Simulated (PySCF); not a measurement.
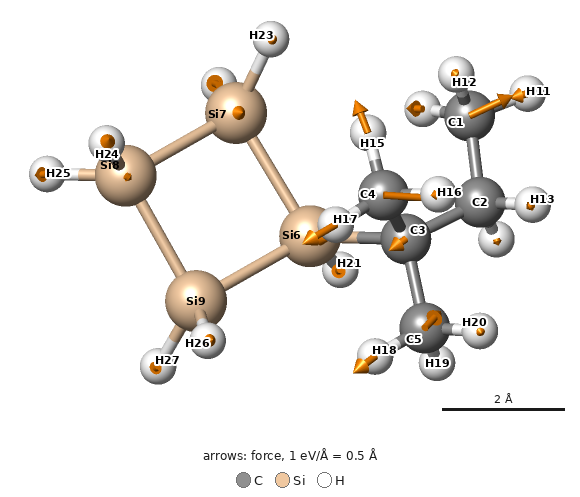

Starting geometry of C5H18Si4 with the computed forces as orange arrows. The picture is a ball-and-stick view, seen at a tilt.

The start comes from GFN2-xTB. Its atoms were then displaced at random by about 0.01 Å.

Method: PySCF, PBE0-D3(BJ)/def2-SVP geometry optimisation, gas phase. 

**What follows when this structure is relaxed?**

It isn't relaxed: the largest force vector, on a C atom, is 2.10 eV/Å. The final displacements have little in common with the starting forces (cosine between the two patterns 0.01). Over 15 geometry steps the energy falls by 7.33 kcal/mol. The atom that moves furthest after the best rigid fit is an H atom (1.19 Å). By element the largest moves are H 1.19 Å, Si 0.49 Å, C 0.19 Å. Near-neighbour distances that change, for instance: H–Si 1.452 → 1.499 Å, C–H 1.061 → 1.102 Å, H–Si 1.468 → 1.496 Å, C–Si 1.948 → 1.924 Å. Bond angles that change, for instance: Si–Si–H 115.9° → 109.3°, H–Si–H 102.5° → 108.9°, C–Si–H 103.2° → 109.5°. Groups turn about Si–Si by about 25°, Si–Si by about 25°, Si–Si by about 25°.
